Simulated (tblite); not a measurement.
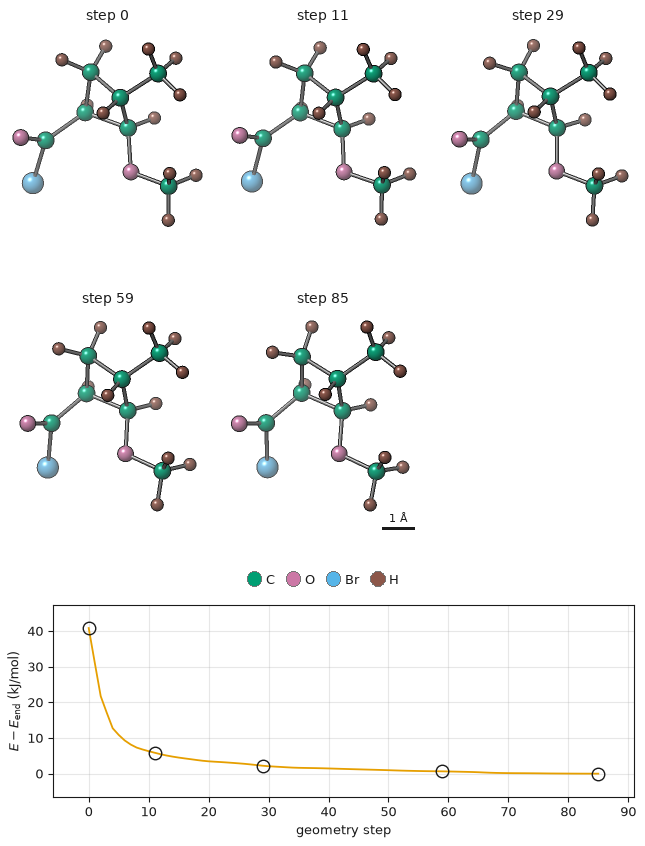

Frames of a relaxation of C₇H₁₁BrO₂, marked on the history of the run. The picture is a ball-and-stick view, seen at a tilt.

All numbers below come from GFN2-xTB geometry optimisation, gas phase in tblite 0.8.0. 

Q: Describe the path.

A: Over 85 geometry steps the energy falls by 40.8 kJ/mol. The Br atom moves most after the best rigid fit: 0.64 Å. By element the largest moves are Br 0.64 Å, H 0.43 Å, O 0.26 Å, C 0.24 Å. Some distances before and after: C–C 1.566 → 1.484 Å, C–O 1.218 → 1.180 Å, Br–C 1.928 → 1.960 Å, C–O 1.424 → 1.398 Å. Bond angles that change, for instance: C–C–C 116.4° → 110.3°, C–C–H 111.4° → 117.3°, C–C–Br 115.7° → 111.0°. The run took 0.84 s on 1 thread of Arm Neoverse V1, on a shared host. From step 0 to 11: an O atom moves most (0.15 Å), energy −35.0 kJ/mol. From step 11 to 29: an O atom moves most (0.20 Å), energy −3.65 kJ/mol. From step 29 to 59: the Br atom moves most (0.21 Å), energy −1.58 kJ/mol. From step 59 to 85: an O atom moves most (0.22 Å), energy −0.65 kJ/mol.
